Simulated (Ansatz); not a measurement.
## C$_{3}$H$_{9}$B: a changed input and its effect

System: C$_{3}$H$_{9}$B (BH2(iPr)).
Method of run A: RKS PBE-D4/def2-TZVP (Ansatz 0.2.0).

The geometry comes from this level: r2SCAN-D4/def2-SVP. Text and figures count atoms from 1; the logs count them from 0 in places.

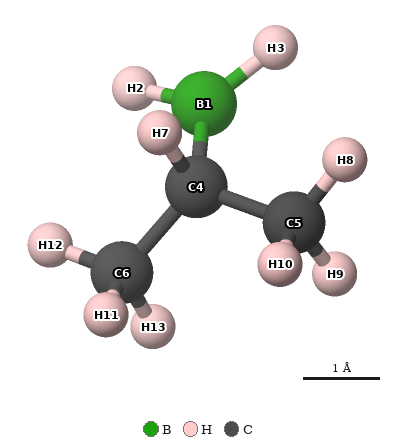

The input geometry (ball-and-stick view, seen at a tilt; atoms are numbered from 1 in the order of the input). Bond lengths as drawn: B–C 1.55 Å, B–H 1.21 Å, C–C 1.53 Å and C–H 1.10 to 1.13 Å.

The input, run A:
```yaml
crystal:
  periodic: [false, false, false]
  atoms:
    - {symbol: B, position_ang: [1.181497, 1.137477, -0.070808]}
    - {symbol: H, position_ang: [1.777058, 1.470647, 0.930245]}
    - {symbol: H, position_ang: [1.434425, 1.699762, -1.113729]}
    - {symbol: C, position_ang: [0.239033, -0.094052, -0.050541]}
    - {symbol: C, position_ang: [-0.764000, -0.238321, -1.198011]}
    - {symbol: C, position_ang: [-0.345601, -0.517576, 1.299421]}
    - {symbol: H, position_ang: [1.103467, -0.788893, -0.272983]}
    - {symbol: H, position_ang: [-0.310741, 0.005401, -2.170866]}
    - {symbol: H, position_ang: [-1.615673, 0.447030, -1.051318]}
    - {symbol: H, position_ang: [-1.176840, -1.259451, -1.257387]}
    - {symbol: H, position_ang: [-0.753652, -1.541855, 1.267572]}
    - {symbol: H, position_ang: [0.405081, -0.472296, 2.103009]}
    - {symbol: H, position_ang: [-1.174055, 0.152116, 1.585387]}
basis:
  gaussian: {orbitals: def2-TZVP, initial_orbitals: start.molden}
hamiltonian: {xc: pbe, dispersion: d4}
scf: {omitted_lower_state_checks: [starts]}
output: {orbitals: {seedname: orbitals}}
```

Command:
```bash
ansatz run in.yaml --threads 4 --pin off --events-out ev --progress --plain --max-ram 3916MiB
```

Hardware: 4 threads of Arm Neoverse V1, 23 GiB of memory available, shared host.

Output (run A):
```
Functional definition: PBE
  parameter kappa = 0.804
  parameter beta = 0.06672455060314922
  exchange = pbe_x(kappa = kappa, mu = beta*pi^2/3)
  correlation = pbe_c(beta = beta)
these checks for a lower state are left out or cut short: starts
1105 factors; their error is unknown
mean field evaluation 1: about -3928.7993 eV, gradient 7.5e0 eV
mean field evaluation 2: about -3928.8710 eV, gradient 6.9e-2 eV
mean field evaluation 4: about -3928.8319 eV, gradient 4.3e-4 eV
mean field -3928.83189981 eV, -144.3819092602 hartree, gradient 1.0e-5 eV, S^2 0.000000; 0 other end points of the search recorded, 0 dependent functions left out
reference -3928.83194727 eV, -144.3819110042 hartree; 16, 16 occupied and 162, 162 virtual orbitals, 1105 factors
Total energy: -3929.04007452 eV, -144.3895595395 hartree
Checks for a lower state left out: starts
```

The input of run B differs as follows (lines with − go, lines with + come):
```diff
+total_charge: 1
+magnetization: {spin_polarized: true, initial_magnetization: 1}
```

How does run B compare with run A?

The two differ by one electron: at this geometry, removing it changes the energy by 10.18 eV. The HOMO goes from −7.00 to −13.60 eV. The LUMO goes from −2.17 to −13.27 eV.

Output (run B):
```
Functional definition: PBE
  parameter kappa = 0.804
  parameter beta = 0.06672455060314922
  exchange = pbe_x(kappa = kappa, mu = beta*pi^2/3)
  correlation = pbe_c(beta = beta)
these checks for a lower state are left out or cut short: starts
1105 factors; their error is unknown
mean field evaluation 1: about -3918.6260 eV, gradient 5.4e0 eV
mean field evaluation 2: about -3918.7222 eV, gradient 1.2e-1 eV
mean field evaluation 4: about -3918.6825 eV, gradient 1.7e-3 eV
mean field evaluation 8: about -3918.6825 eV, gradient 2.3e-5 eV
mean field -3918.68245095 eV, -144.0089238940 hartree, gradient 2.3e-5 eV, S^2 0.751544; 0 other end points of the search recorded, 0 dependent functions left out
reference -3918.68249563 eV, -144.0089255359 hartree; 16, 15 occupied and 162, 163 virtual orbitals, 1105 factors
Total energy: -3918.85578262 eV, -144.0152937155 hartree
Checks for a lower state left out: starts
```

The two runs side by side:

```tsv
quantity	run A	run B
outcome	converged	converged
total energy (hartree)	−144.389560	−144.015294
HOMO (eV)	−7.00	−13.60
LUMO (eV)	−2.17	−13.27
basis functions	178	178
⟨S²⟩	–	0.752
wall time (shared host)	1.2 s	2.4 s
```
